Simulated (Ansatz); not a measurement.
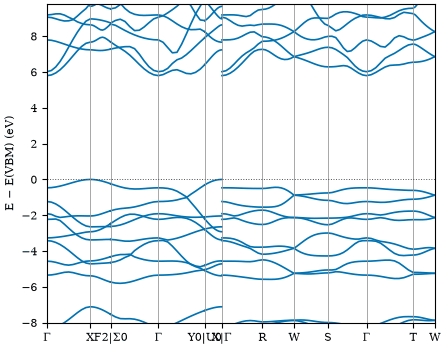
Figure: Band structure from the program Ansatz at the r²SCAN level (PAW)

Read off the gap and where the band edges lie.

About 5.8 eV (5.80 eV by a search for the band edges); maximum at X, minimum at Γ.

The material is PNO in space group I2_12_12_1 (No. 24; P on 4c, N on 4a, O on 4b).

The workflow started from a Materials Project entry (that database holds measured and hypothetical structures alike); the Crystallography Open Database copy checked does not list it. Its standing as an ambient phase is unchecked. The r²SCAN relaxation kept the symmetry of its start; its stability against distortions is not shown here.

Potentials: the earlier of the program's two PAW sets.
